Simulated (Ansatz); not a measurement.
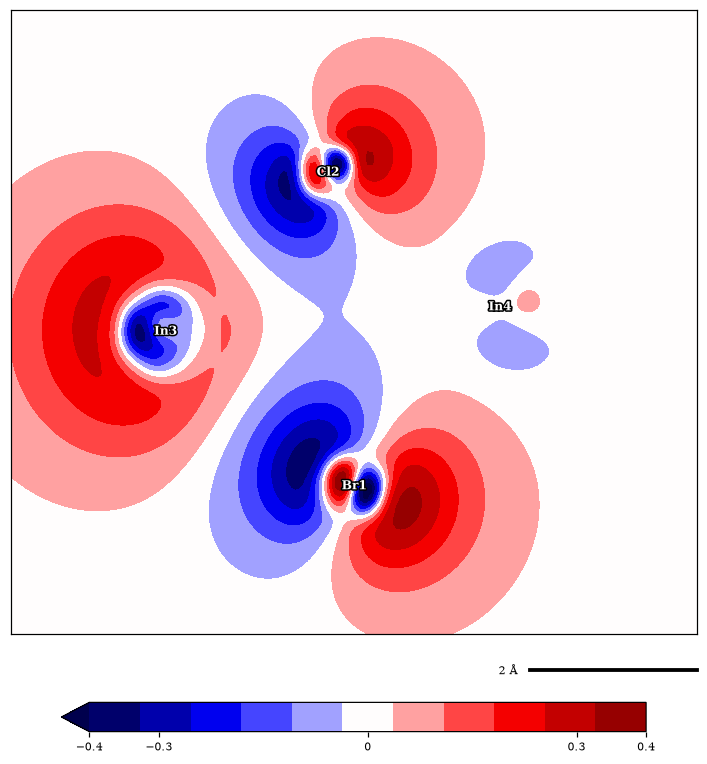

The picture shows: BrClHIn2 (SMILES [Cl]1[In]<-[Br][InH]<-1) (doublet). The HOMO (β) on the plane of atoms Br1, In3 and Cl2 (values in Å⁻³ᐟ²; the overall sign is arbitrary).

Geometry: B3LYP-D3(BJ)/def2-SVP; core potentials replace the inner electrons of In.

Theory: isolated molecule in a Gaussian basis; Kohn-Sham density functional theory, functional PBE0 (Ansatz 0.2.0).

The calculation's input:

```
crystal:
  periodic: [false, false, false]
  atoms:
    - symbol: Br
      position_ang: [2.997197, 3.820206, -0.408791]
    - symbol: Cl
      position_ang: [1.086378, 0.588138, -0.873226]
    - symbol: In
      position_ang: [1.639982, 2.568343, -2.675746]
    - symbol: In
      position_ang: [2.210348, 1.710370, 1.219222]
    - symbol: H
      position_ang: [0.841398, 2.321150, 2.203506]
basis:
  gaussian: {orbitals: def2-TZVPD}
hamiltonian: {xc: {name: PBE0}}
output: {forces: true, orbitals: {seedname: orbitals}}
magnetization: {spin_polarized: true, initial_magnetization: 1}
```

Run with:

```sh
ansatz run input.yaml --threads 2 --pin off --max-ram 4350MiB --events-out events.jsonl --progress --plain --runs-dir runs
```

Where does this orbital lie, and at what energy?

Answer. Its weight (Hirshfeld) is mainly on In3 (about 50 %), Br1 (about 30 %) and Cl2 (about 15 %). Its energy is −7.30 eV.
